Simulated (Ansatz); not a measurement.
## Molecular dynamics, with input and output: WH₂Cl₅OF (part 1 of 3)

The run: molecular dynamics of WH₂Cl₅OF. Method and program: RKS PBE/def2-SVP (Ansatz 0.2.0).

It belongs to a series of runs on one base structure; here: dynamics from the highest image of the converged band. Figures and captions count atoms from 1; the log counts them from 0 in places.

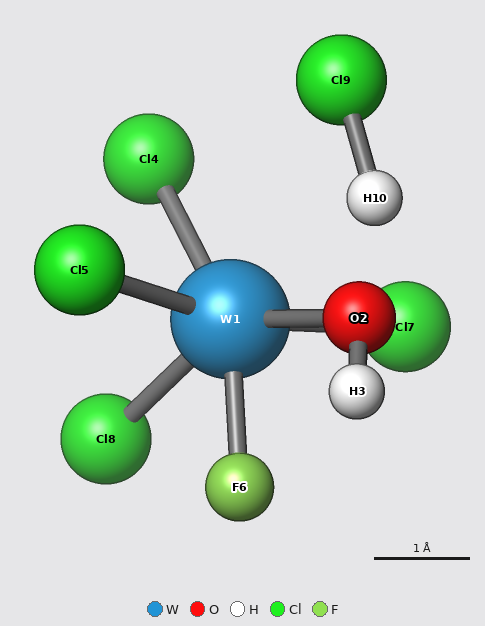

**Figure 1.** The input geometry (ball-and-stick view, seen at a tilt; atoms are numbered from 1 in the order of the input). Sticks mark near contacts.

The input
```yaml
crystal:
  periodic: [false, false, false]
  atoms:
    - { symbol: W, position_ang: [0.207152, 0.033644, -0.028463] }
    - { symbol: O, position_ang: [-0.357757, 0.420687, 1.902878] }
    - { symbol: H, position_ang: [-1.31658, 0.575702, 2.034737] }
    - { symbol: Cl, position_ang: [2.267516, 0.171654, -1.109803] }
    - { symbol: Cl, position_ang: [-0.080201, 2.291793, -0.448575] }
    - { symbol: F, position_ang: [-1.695998, -0.186829, 0.064804] }
    - { symbol: Cl, position_ang: [0.812985, -2.028265, 0.807079] }
    - { symbol: Cl, position_ang: [-0.400721, -0.796241, -2.121536] }
    - { symbol: Cl, position_ang: [2.140073, 1.107316, 1.968264] }
    - { symbol: H, position_ang: [0.74103, 0.928338, 2.362112] }
basis:
  gaussian: { orbitals: def2-SVP }
hamiltonian:
  xc: pbe
md:
  timestep: 0.5
  n_steps: 135
  ensemble: nve
  temperature: 300.0
  initial_velocities: maxwell_boltzmann
  seed: 5965
```

Machine: 4 threads of Intel Xeon @ 2.50GHz (Skylake/Cascade Lake), 12 GiB of memory available, shared host.

Command:
```bash
ansatz run input.yaml --threads 4 --pin off --max-ram 5120MiB --backend cpu --events-out ev --progress --plain --runs-dir out
```

What the program printed
```
Engine: ansatz 0.2.0, x86_64-unknown-linux-gnu
Functional definition: PBE
  parameter kappa = 0.804
  parameter beta = 0.06672455060314922
  exchange = pbe_x(kappa = kappa, mu = beta*pi^2/3)
  correlation = pbe_c(beta = beta)
1689 factors; their error is unknown
mean field evaluation 1: about -69178.7405 eV, gradient 7.4e1 eV
mean field evaluation 2: about -68840.5845 eV, gradient 3.6e2 eV
mean field evaluation 4: about -69183.3037 eV, gradient 5.0e1 eV
mean field evaluation 8: about -69189.5173 eV, gradient 2.8e0 eV
mean field evaluation 16: about -69189.4332 eV, gradient 7.1e-2 eV
mean field -69189.43323878 eV, -2542.6647732427 hartree, gradient 4.2e-5 eV, S^2 0.000000; 0 other end points of the search recorded, 0 dependent functions left out
the calculation of the forces begins
reference -69189.43331093 eV, -2542.6647758945 hartree; 59, 59 occupied and 101, 101 virtual orbitals, 1689 factors
md step     0: t =     0.00 fs  T =   300.0 K  F+E_penalty+E_count = -69189.43323878 eV  E_kin = 0.310224 eV  conserved = -69189.12301478 eV  (37 SCF iters)
these checks for a lower state are left out or cut short: starts, cluster_reference, orbital_swaps, neighbouring_geometries, increment
1689 factors; their error is unknown
mean field evaluation 32: about -69189.4308 eV, gradient 1.1e-5 eV
mean field -69189.43077256 eV, -2542.6646826109 hartree, gradient 1.1e-5 eV, S^2 0.000000; 0 other end points of the search recorded, 0 dependent functions left out
the calculation of the forces begins
reference -69189.43084474 eV, -2542.6646852635 hartree; 59, 59 occupied and 101, 101 virtual orbitals, 1689 factors
md step     1: t =     0.50 fs  T =   297.7 K  F+E_penalty+E_count = -69189.43077256 eV  E_kin = 0.307814 eV  conserved = -69189.12295861 eV  (34 SCF iters)
[... from here on the SCF iterations and repeated set-up lines of each step are left out, up to the last step ...]
md step     2: t =     1.00 fs  T =   292.0 K  F+E_penalty+E_count = -69189.42470563 eV  E_kin = 0.301911 eV  conserved = -69189.12279432 eV  (34 SCF iters)
md step     3: t =     1.50 fs  T =   285.3 K  F+E_penalty+E_count = -69189.41757720 eV  E_kin = 0.294975 eV  conserved = -69189.12260173 eV  (33 SCF iters)
md step     4: t =     2.00 fs  T =   280.3 K  F+E_penalty+E_count = -69189.41232498 eV  E_kin = 0.289832 eV  conserved = -69189.12249307 eV  (34 SCF iters)
md step     5: t =     2.50 fs  T =   278.6 K  F+E_penalty+E_count = -69189.41060458 eV  E_kin = 0.288069 eV  conserved = -69189.12253561 eV  (35 SCF iters)
md step     6: t =     3.00 fs  T =   279.6 K  F+E_penalty+E_count = -69189.41178462 eV  E_kin = 0.289084 eV  conserved = -69189.12270081 eV  (35 SCF iters)
md step     7: t =     3.50 fs  T =   280.9 K  F+E_penalty+E_count = -69189.41337018 eV  E_kin = 0.290484 eV  conserved = -69189.12288601 eV  (35 SCF iters)
md step     8: t =     4.00 fs  T =   280.0 K  F+E_penalty+E_count = -69189.41252991 eV  E_kin = 0.289540 eV  conserved = -69189.12299012 eV  (35 SCF iters)
md step     9: t =     4.50 fs  T =   275.3 K  F+E_penalty+E_count = -69189.40763294 eV  E_kin = 0.284661 eV  conserved = -69189.12297227 eV  (35 SCF iters)
md step    10: t =     5.00 fs  T =   267.0 K  F+E_penalty+E_count = -69189.39891400 eV  E_kin = 0.276058 eV  conserved = -69189.12285641 eV  (35 SCF iters)
md step    11: t =     5.50 fs  T =   256.7 K  F+E_penalty+E_count = -69189.38814686 eV  E_kin = 0.265446 eV  conserved = -69189.12270094 eV  (35 SCF iters)
md step    12: t =     6.00 fs  T =   246.8 K  F+E_penalty+E_count = -69189.37775277 eV  E_kin = 0.255186 eV  conserved = -69189.12256695 eV  (35 SCF iters)
md step    13: t =     6.50 fs  T =   239.2 K  F+E_penalty+E_count = -69189.36984282 eV  E_kin = 0.247345 eV  conserved = -69189.12249762 eV  (34 SCF iters)
md step    14: t =     7.00 fs  T =   235.0 K  F+E_penalty+E_count = -69189.36551551 eV  E_kin = 0.243003 eV  conserved = -69189.12251269 eV  (35 SCF iters)
md step    15: t =     7.50 fs  T =   233.9 K  F+E_penalty+E_count = -69189.36453046 eV  E_kin = 0.241923 eV  conserved = -69189.12260779 eV  (35 SCF iters)
md step    16: t =     8.00 fs  T =   234.6 K  F+E_penalty+E_count = -69189.36538527 eV  E_kin = 0.242631 eV  conserved = -69189.12275404 eV  (35 SCF iters)
md step    17: t =     8.50 fs  T =   234.9 K  F+E_penalty+E_count = -69189.36579266 eV  E_kin = 0.242892 eV  conserved = -69189.12290052 eV  (34 SCF iters)
md step    18: t =     9.00 fs  T =   232.6 K  F+E_penalty+E_count = -69189.36350378 eV  E_kin = 0.240520 eV  conserved = -69189.12298351 eV  (35 SCF iters)
md step    19: t =     9.50 fs  T =   226.6 K  F+E_penalty+E_count = -69189.35729768 eV  E_kin = 0.234345 eV  conserved = -69189.12295247 eV  (35 SCF iters)
md step    20: t =    10.00 fs  T =   217.5 K  F+E_penalty+E_count = -69189.34773713 eV  E_kin = 0.224933 eV  conserved = -69189.12280393 eV  (34 SCF iters)
md step    21: t =    10.50 fs  T =   207.5 K  F+E_penalty+E_count = -69189.33717230 eV  E_kin = 0.214569 eV  conserved = -69189.12260356 eV  (39 SCF iters)
md step    22: t =    11.00 fs  T =   199.4 K  F+E_penalty+E_count = -69189.32870255 eV  E_kin = 0.206240 eV  conserved = -69189.12246249 eV  (35 SCF iters)
md step    23: t =    11.50 fs  T =   195.4 K  F+E_penalty+E_count = -69189.32449103 eV  E_kin = 0.202025 eV  conserved = -69189.12246583 eV  (35 SCF iters)
md step    24: t =    12.00 fs  T =   195.2 K  F+E_penalty+E_count = -69189.32449138 eV  E_kin = 0.201883 eV  conserved = -69189.12260844 eV  (35 SCF iters)
md step    25: t =    12.50 fs  T =   197.0 K  F+E_penalty+E_count = -69189.32651802 eV  E_kin = 0.203718 eV  conserved = -69189.12279985 eV  (35 SCF iters)
md step    26: t =    13.00 fs  T =   197.9 K  F+E_penalty+E_count = -69189.32759658 eV  E_kin = 0.204664 eV  conserved = -69189.12293233 eV  (35 SCF iters)
md step    27: t =    13.50 fs  T =   196.0 K  F+E_penalty+E_count = -69189.32560293 eV  E_kin = 0.202655 eV  conserved = -69189.12294799 eV  (35 SCF iters)
md step    28: t =    14.00 fs  T =   190.8 K  F+E_penalty+E_count = -69189.32018700 eV  E_kin = 0.197330 eV  conserved = -69189.12285718 eV  (35 SCF iters)
md step    29: t =    14.50 fs  T =   183.7 K  F+E_penalty+E_count = -69189.31267256 eV  E_kin = 0.189961 eV  conserved = -69189.12271146 eV  (35 SCF iters)
md step    30: t =    15.00 fs  T =   176.7 K  F+E_penalty+E_count = -69189.30527729 eV  E_kin = 0.182704 eV  conserved = -69189.12257289 eV  (35 SCF iters)
md step    31: t =    15.50 fs  T =   171.8 K  F+E_penalty+E_count = -69189.30015349 eV  E_kin = 0.177665 eV  conserved = -69189.12248814 eV  (35 SCF iters)
md step    32: t =    16.00 fs  T =   170.3 K  F+E_penalty+E_count = -69189.29862611 eV  E_kin = 0.176143 eV  conserved = -69189.12248315 eV  (35 SCF iters)
md step    33: t =    16.50 fs  T =   172.3 K  F+E_penalty+E_count = -69189.30077366 eV  E_kin = 0.178214 eV  conserved = -69189.12255926 eV  (35 SCF iters)
md step    34: t =    17.00 fs  T =   176.7 K  F+E_penalty+E_count = -69189.30540045 eV  E_kin = 0.182706 eV  conserved = -69189.12269481 eV  (35 SCF iters)
md step    35: t =    17.50 fs  T =   181.4 K  F+E_penalty+E_count = -69189.31039420 eV  E_kin = 0.187548 eV  conserved = -69189.12284616 eV  (35 SCF iters)
md step    36: t =    18.00 fs  T =   184.2 K  F+E_penalty+E_count = -69189.31343785 eV  E_kin = 0.190485 eV  conserved = -69189.12295327 eV  (34 SCF iters)
md step    37: t =    18.50 fs  T =   183.7 K  F+E_penalty+E_count = -69189.31294740 eV  E_kin = 0.189987 eV  conserved = -69189.12296039 eV  (35 SCF iters)
md step    38: t =    19.00 fs  T =   179.9 K  F+E_penalty+E_count = -69189.30891027 eV  E_kin = 0.186061 eV  conserved = -69189.12284886 eV  (35 SCF iters)
md step    39: t =    19.50 fs  T =   174.5 K  F+E_penalty+E_count = -69189.30312822 eV  E_kin = 0.180464 eV  conserved = -69189.12266393 eV  (35 SCF iters)
md step    40: t =    20.00 fs  T =   170.2 K  F+E_penalty+E_count = -69189.29847861 eV  E_kin = 0.175971 eV  conserved = -69189.12250719 eV  (35 SCF iters)
md step    41: t =    20.50 fs  T =   169.1 K  F+E_penalty+E_count = -69189.29736135 eV  E_kin = 0.174885 eV  conserved = -69189.12247672 eV  (35 SCF iters)
md step    42: t =    21.00 fs  T =   171.8 K  F+E_penalty+E_count = -69189.30023412 eV  E_kin = 0.177639 eV  conserved = -69189.12259529 eV  (35 SCF iters)
md step    43: t =    21.50 fs  T =   176.5 K  F+E_penalty+E_count = -69189.30528337 eV  E_kin = 0.182492 eV  conserved = -69189.12279094 eV  (34 SCF iters)
md step    44: t =    22.00 fs  T =   180.4 K  F+E_penalty+E_count = -69189.30949321 eV  E_kin = 0.186540 eV  conserved = -69189.12295319 eV  (38 SCF iters)
md step    45: t =    22.50 fs  T =   181.1 K  F+E_penalty+E_count = -69189.31031717 eV  E_kin = 0.187311 eV  conserved = -69189.12300576 eV  (35 SCF iters)
md step    46: t =    23.00 fs  T =   177.9 K  F+E_penalty+E_count = -69189.30686767 eV  E_kin = 0.183927 eV  conserved = -69189.12294045 eV  (35 SCF iters)
md step    47: t =    23.50 fs  T =   171.4 K  F+E_penalty+E_count = -69189.30009239 eV  E_kin = 0.177292 eV  conserved = -69189.12280071 eV  (35 SCF iters)
md step    48: t =    24.00 fs  T =   163.9 K  F+E_penalty+E_count = -69189.29213181 eV  E_kin = 0.169483 eV  conserved = -69189.12264898 eV  (34 SCF iters)
md step    49: t =    24.50 fs  T =   157.5 K  F+E_penalty+E_count = -69189.28535629 eV  E_kin = 0.162818 eV  conserved = -69189.12253842 eV  (35 SCF iters)
md step    50: t =    25.00 fs  T =   153.8 K  F+E_penalty+E_count = -69189.28151007 eV  E_kin = 0.159008 eV  conserved = -69189.12250181 eV  (35 SCF iters)
md step    51: t =    25.50 fs  T =   153.4 K  F+E_penalty+E_count = -69189.28117122 eV  E_kin = 0.158622 eV  conserved = -69189.12254886 eV  (34 SCF iters)
md step    52: t =    26.00 fs  T =   155.6 K  F+E_penalty+E_count = -69189.28359319 eV  E_kin = 0.160928 eV  conserved = -69189.12266504 eV  (35 SCF iters)
md step    53: t =    26.50 fs  T =   158.7 K  F+E_penalty+E_count = -69189.28694144 eV  E_kin = 0.164129 eV  conserved = -69189.12281289 eV  (35 SCF iters)
md step    54: t =    27.00 fs  T =   160.5 K  F+E_penalty+E_count = -69189.28890738 eV  E_kin = 0.165972 eV  conserved = -69189.12293511 eV  (35 SCF iters)
md step    55: t =    27.50 fs  T =   159.2 K  F+E_penalty+E_count = -69189.28761509 eV  E_kin = 0.164644 eV  conserved = -69189.12297130 eV  (35 SCF iters)
md step    56: t =    28.00 fs  T =   154.4 K  F+E_penalty+E_count = -69189.28255254 eV  E_kin = 0.159666 eV  conserved = -69189.12288691 eV  (35 SCF iters)
md step    57: t =    28.50 fs  T =   147.3 K  F+E_penalty+E_count = -69189.27506129 eV  E_kin = 0.152354 eV  conserved = -69189.12270770 eV  (35 SCF iters)
md step    58: t =    29.00 fs  T =   140.6 K  F+E_penalty+E_count = -69189.26790039 eV  E_kin = 0.145376 eV  conserved = -69189.12252485 eV  (35 SCF iters)
md step    59: t =    29.50 fs  T =   136.7 K  F+E_penalty+E_count = -69189.26384788 eV  E_kin = 0.141400 eV  conserved = -69189.12244776 eV  (35 SCF iters)
md step    60: t =    30.00 fs  T =   136.9 K  F+E_penalty+E_count = -69189.26406830 eV  E_kin = 0.141542 eV  conserved = -69189.12252585 eV  (35 SCF iters)
md step    61: t =    30.50 fs  T =   139.9 K  F+E_penalty+E_count = -69189.26737988 eV  E_kin = 0.144670 eV  conserved = -69189.12271016 eV  (34 SCF iters)
md step    62: t =    31.00 fs  T =   143.2 K  F+E_penalty+E_count = -69189.27098326 eV  E_kin = 0.148092 eV  conserved = -69189.12289084 eV  (35 SCF iters)
md step    63: t =    31.50 fs  T =   144.2 K  F+E_penalty+E_count = -69189.27210220 eV  E_kin = 0.149127 eV  conserved = -69189.12297494 eV  (35 SCF iters)
md step    64: t =    32.00 fs  T =   141.6 K  F+E_penalty+E_count = -69189.26940279 eV  E_kin = 0.146466 eV  conserved = -69189.12293672 eV  (34 SCF iters)
md step    65: t =    32.50 fs  T =   136.0 K  F+E_penalty+E_count = -69189.26344114 eV  E_kin = 0.140631 eV  conserved = -69189.12280980 eV  (34 SCF iters)
md step    66: t =    33.00 fs  T =   129.1 K  F+E_penalty+E_count = -69189.25617728 eV  E_kin = 0.133522 eV  conserved = -69189.12265549 eV  (38 SCF iters)
md step    67: t =    33.50 fs  T =   123.3 K  F+E_penalty+E_count = -69189.25002945 eV  E_kin = 0.127497 eV  conserved = -69189.12253239 eV  (35 SCF iters)
md step    68: t =    34.00 fs  T =   120.4 K  F+E_penalty+E_count = -69189.24694627 eV  E_kin = 0.124467 eV  conserved = -69189.12247913 eV  (35 SCF iters)
md step    69: t =    34.50 fs  T =   121.1 K  F+E_penalty+E_count = -69189.24777229 eV  E_kin = 0.125261 eV  conserved = -69189.12251106 eV  (35 SCF iters)
md step    70: t =    35.00 fs  T =   125.1 K  F+E_penalty+E_count = -69189.25199868 eV  E_kin = 0.129380 eV  conserved = -69189.12261890 eV  (35 SCF iters)
md step    71: t =    35.50 fs  T =   130.7 K  F+E_penalty+E_count = -69189.25792093 eV  E_kin = 0.135153 eV  conserved = -69189.12276803 eV  (35 SCF iters)
md step    72: t =    36.00 fs  T =   135.7 K  F+E_penalty+E_count = -69189.26319809 eV  E_kin = 0.140295 eV  conserved = -69189.12290321 eV  (35 SCF iters)
md step    73: t =    36.50 fs  T =   138.1 K  F+E_penalty+E_count = -69189.26573844 eV  E_kin = 0.142777 eV  conserved = -69189.12296111 eV  (35 SCF iters)
md step    74: t =    37.00 fs  T =   137.1 K  F+E_penalty+E_count = -69189.26468131 eV  E_kin = 0.141783 eV  conserved = -69189.12289854 eV  (36 SCF iters)
md step    75: t =    37.50 fs  T =   133.7 K  F+E_penalty+E_count = -69189.26102344 eV  E_kin = 0.138293 eV  conserved = -69189.12272999 eV  (36 SCF iters)
md step    76: t =    38.00 fs  T =   130.4 K  F+E_penalty+E_count = -69189.25736038 eV  E_kin = 0.134821 eV  conserved = -69189.12253912 eV  (36 SCF iters)
md step    77: t =    38.50 fs  T =   129.7 K  F+E_penalty+E_count = -69189.25659357 eV  E_kin = 0.134152 eV  conserved = -69189.12244120 eV  (36 SCF iters)
md step    78: t =    39.00 fs  T =   133.2 K  F+E_penalty+E_count = -69189.26021238 eV  E_kin = 0.137711 eV  conserved = -69189.12250129 eV  (36 SCF iters)
md step    79: t =    39.50 fs  T =   139.9 K  F+E_penalty+E_count = -69189.26732178 eV  E_kin = 0.144637 eV  conserved = -69189.12268526 eV  (36 SCF iters)
md step    80: t =    40.00 fs  T =   147.3 K  F+E_penalty+E_count = -69189.27515429 eV  E_kin = 0.152270 eV  conserved = -69189.12288466 eV  (36 SCF iters)
md step    81: t =    40.50 fs  T =   152.5 K  F+E_penalty+E_count = -69189.28068664 eV  E_kin = 0.157691 eV  conserved = -69189.12299601 eV  (35 SCF iters)
md step    82: t =    41.00 fs  T =   154.0 K  F+E_penalty+E_count = -69189.28221342 eV  E_kin = 0.159234 eV  conserved = -69189.12297936 eV  (35 SCF iters)
md step    83: t =    41.50 fs  T =   152.0 K  F+E_penalty+E_count = -69189.27999376 eV  E_kin = 0.157132 eV  conserved = -69189.12286130 eV  (35 SCF iters)
md step    84: t =    42.00 fs  T =   148.1 K  F+E_penalty+E_count = -69189.27588029 eV  E_kin = 0.153178 eV  conserved = -69189.12270268 eV  (35 SCF iters)
```
